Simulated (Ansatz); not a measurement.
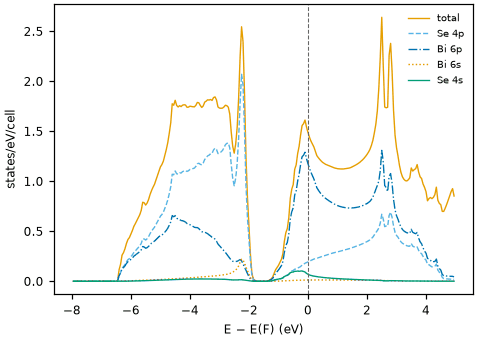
Fig. 1. Total and projected density of states of BiSe (rock salt, Fm-3m), DFT-PBEsol in the program Ansatz with PAW potentials

Q: Which orbitals carry the states next to the Fermi level?

A: Within 0.5 eV of the Fermi level: Bi 6p 77 %, Se 4p 14 %, Se 4s 5 %. Projections are on Löwdin-orthogonalised atomic valence shells; empty p or d shells of many metals are not among them.

Q: Where is the tallest occupied peak in this window, and what makes it?

A: Near -2.2 eV, about 2.5 states/eV per cell; the largest projected share is Se 4p.

The workflow started from an entry of the Crystallography Open Database (COD), which files this formula under 2 space groups. Whether it is the stable phase at ambient conditions was not checked. The cell was relaxed with PBEsol under the symmetry of its start. At this level the phase is mechanically unstable. With an odd number of electrons in the cell and no spin polarisation, the count alone makes it a metal. Spin–orbit coupling is left out wherever it is not named.

Potentials: the later of the program's two PAW sets.
